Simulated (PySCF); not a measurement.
# Two runs on C$_{3}$H$_{4}$FNOSi

System: C$_{3}$H$_{4}$FNOSi, SMILES Fc1cnc([SiH3])o1.
Method of run 1: GIAO BP86/pcSseg-1 NMR shielding, non-relativistic, IEF-PCM acetonitrile (PySCF 2.14.0).

The geometry comes from this level: GFN2-xTB. Text and figures count atoms from 1; the logs count them from 0 in places.

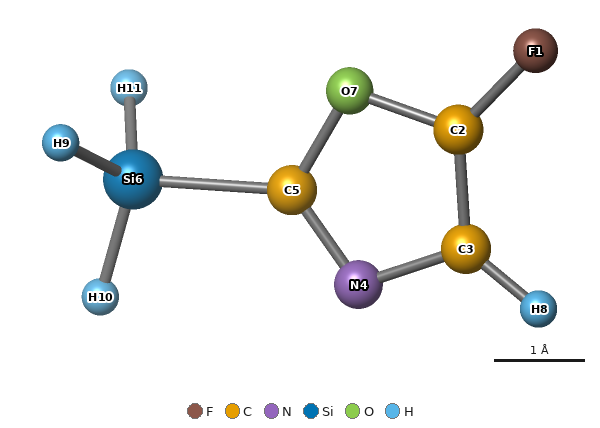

Figure 1. The structure as given in the input (ball-and-stick view, seen at a tilt; atoms are numbered from 1 in the order of the input).

## The input, run 1
```
{"job": {"xc": "BP86", "basis": "pcSseg-1", "solvent": "acetonitrile", "kind": "nmr", "pop": false}, "charge": 0, "multiplicity": 1}
F      2.697520     1.599959    -0.088495
C      1.760548     0.667225    -0.040763
C      1.820127    -0.687728     0.024148
N      0.534706    -1.139991     0.048225
C     -0.228529    -0.092084    -0.000460
Si    -2.107845    -0.035741     0.007449
O      0.481729     1.064008    -0.057311
H      2.664550    -1.342035     0.053253
H     -2.524324     0.644801     1.234954
H     -2.569500    -1.416134    -0.045177
H     -2.523558     0.740390    -1.161787
```

The first line tells a small driver script what to run in PySCF; the rest is the geometry in Å.

Command:
```bash
OMP_NUM_THREADS=1 python <driver script> task.json out
```

Hardware: 1 CPU thread, shared host.

## Output (run 1)
```
coarse grid: 10600 points
cycle   1  E = -635.8410776590  dE =  1.149e+00  |g| = 6.623e-01  |ddm| = 3.207e+00
cycle   2  E = -635.6531087121  dE =  1.880e-01  |g| = 1.191e+00  |ddm| = 1.189e+00
cycle   3  E = -635.9192834047  dE = -2.662e-01  |g| = 1.236e-01  |ddm| = 7.981e-01
cycle   4  E = -635.9217808800  dE = -2.497e-03  |g| = 7.078e-02  |ddm| = 1.453e-01
cycle   5  E = -635.9227628037  dE = -9.819e-04  |g| = 2.253e-02  |ddm| = 6.319e-02
cycle   6  E = -635.9228530836  dE = -9.028e-05  |g| = 7.747e-03  |ddm| = 1.857e-02
cycle   7  E = -635.9228632800  dE = -1.020e-05  |g| = 3.042e-03  |ddm| = 7.321e-03
cycle   8  E = -635.9228655097  dE = -2.230e-06  |g| = 5.362e-04  |ddm| = 2.666e-03
final grid: 100848 points
cycle   9  E = -635.9981520556  dE = -3.320e-05  |g| = 8.365e-03  |ddm| = 2.455e-02
cycle  10  E = -635.9980915596  dE =  6.050e-05  |g| = 1.972e-02  |ddm| = 1.531e-02
cycle  11  E = -635.9981628827  dE = -7.132e-05  |g| = 1.665e-03  |ddm| = 1.220e-02
cycle  12  E = -635.9981635654  dE = -6.827e-07  |g| = 7.551e-04  |ddm| = 1.668e-03
cycle  13  E = -635.9981635732  dE = -7.745e-09  |g| = 1.363e-04  |ddm| = 5.089e-04
cycle  14  E = -635.9981635770  dE = -3.895e-09  |g| = 4.367e-05  |ddm| = 1.383e-04
cycle  15  E = -635.9981635775  dE = -4.127e-10  |g| = 1.556e-05  |ddm| = 4.586e-05
converged SCF energy = -635.9981635775

GIAO shielding tensors (ppm)
atom      isotropic    diamagn.    paramagn.     s11        s22        s33       span
  0 F      288.035     469.989    -181.953    204.588    278.984    380.535    175.947
  1 C        7.639     254.269    -246.631    -50.467     32.288     41.095     91.562
  2 C       75.031     257.148    -182.118     26.516     62.107    136.469    109.953
  3 N      -50.565     332.152    -382.717   -234.360   -131.074    213.739    448.099
  4 C       28.905     257.280    -228.375    -40.524     47.753     79.487    120.011
  5 Si     418.121     880.839    -462.718    391.570    421.696    441.097     49.527
  6 O       -5.484     402.944    -408.428   -121.090    -74.279    178.918    300.008
  7 H       24.896      30.125      -5.229     22.191     25.746     26.750      4.559
  8 H       27.082      28.375      -1.293     23.901     25.485     31.860      7.959
  9 H       27.300      28.459      -1.159     23.751     26.285     31.864      8.113
 10 H       27.097      28.420      -1.323     23.777     25.717     31.797      8.020
```

For run 2 the input was changed thus:
```diff
-"xc": "BP86"
+"xc": "PBE0"
-"solvent": "acetonitrile"
```

What does this change do to the results?

The total energies belong to different models, so their difference says nothing on which is more stable or more accurate. The HOMO goes from −6.23 to −7.29 eV. The LUMO goes from −1.63 to −0.64 eV. The dipole moment goes from 0.83 to 0.61 D. Of all shieldings, the largest change is that of N4, by −15.1 ppm. The functional changes from BP86 to PBE0. The SCF takes 14 iterations against 15.

## Output (run 2)
```
coarse grid: 10600 points
cycle   1  E = -635.3306689583  dE =  1.328e+00  |g| = 6.223e-01  |ddm| = 3.161e+00
cycle   2  E = -635.2512858692  dE =  7.938e-02  |g| = 9.044e-01  |ddm| = 9.273e-01
cycle   3  E = -635.4022668825  dE = -1.510e-01  |g| = 9.487e-02  |ddm| = 5.895e-01
cycle   4  E = -635.4031474993  dE = -8.806e-04  |g| = 7.155e-02  |ddm| = 1.119e-01
cycle   5  E = -635.4041638983  dE = -1.016e-03  |g| = 9.402e-03  |ddm| = 5.152e-02
cycle   6  E = -635.4041766100  dE = -1.271e-05  |g| = 5.056e-03  |ddm| = 1.061e-02
cycle   7  E = -635.4041824272  dE = -5.817e-06  |g| = 8.451e-04  |ddm| = 4.558e-03
final grid: 100848 points
cycle   8  E = -635.4591149200  dE = -1.850e-05  |g| = 1.006e-02  |ddm| = 2.108e-02
cycle   9  E = -635.4590726153  dE =  4.230e-05  |g| = 1.804e-02  |ddm| = 1.568e-02
cycle  10  E = -635.4591321441  dE = -5.953e-05  |g| = 1.803e-03  |ddm| = 1.132e-02
cycle  11  E = -635.4591328998  dE = -7.557e-07  |g| = 3.535e-04  |ddm| = 1.557e-03
cycle  12  E = -635.4591329209  dE = -2.110e-08  |g| = 8.486e-05  |ddm| = 2.489e-04
cycle  13  E = -635.4591329223  dE = -1.408e-09  |g| = 2.663e-05  |ddm| = 7.903e-05
cycle  14  E = -635.4591329224  dE = -1.257e-10  |g| = 1.025e-05  |ddm| = 2.369e-05
converged SCF energy = -635.4591329224

GIAO shielding tensors (ppm)
atom      isotropic    diamagn.    paramagn.     s11        s22        s33       span
  0 F      302.222     469.861    -167.640    221.318    300.218    385.129    163.811
  1 C       12.738     254.017    -241.278    -52.388     38.122     52.481    104.869
  2 C       78.191     257.234    -179.043     25.871     67.729    140.972    115.102
  3 N      -65.626     329.681    -395.307   -276.653   -142.579    222.353    499.005
  4 C       31.611     257.174    -225.563    -46.415     53.415     87.834    134.248
  5 Si     432.577     879.843    -447.265    406.886    437.321    453.525     46.639
  6 O       -0.600     402.593    -403.192   -120.690    -67.581    186.471    307.160
  7 H       24.957      30.258      -5.301     22.215     25.600     27.055      4.841
  8 H       27.211      28.296      -1.085     23.990     25.582     32.062      8.072
  9 H       27.291      28.272      -0.981     23.637     26.193     32.042      8.405
 10 H       27.226      28.347      -1.120     23.863     25.817     31.999      8.136
```

## The two runs side by side

| quantity | run 1 | run 2 |
| --- | --- | --- |
| outcome | converged | converged |
| total energy (hartree) | −635.998164 | −635.459133 |
| HOMO (eV) | −6.23 | −7.29 |
| LUMO (eV) | −1.63 | −0.64 |
| dipole moment (D) | 0.83 | 0.61 |
| shielding of F1 (ppm) | 288.0 | 302.2 |
| shielding of C2 (ppm) | 7.6 | 12.7 |
| shielding of C3 (ppm) | 75.0 | 78.2 |
| shielding of N4 (ppm) | −50.6 | −65.6 |
| shielding of C5 (ppm) | 28.9 | 31.6 |
| shielding of Si6 (ppm) | 418.1 | 432.6 |
| shielding of O7 (ppm) | −5.5 | −0.6 |
| SCF iterations | 15 | 14 |
| basis functions | 146 | 146 |
| wall time (shared host) | 15 s | 15 s |
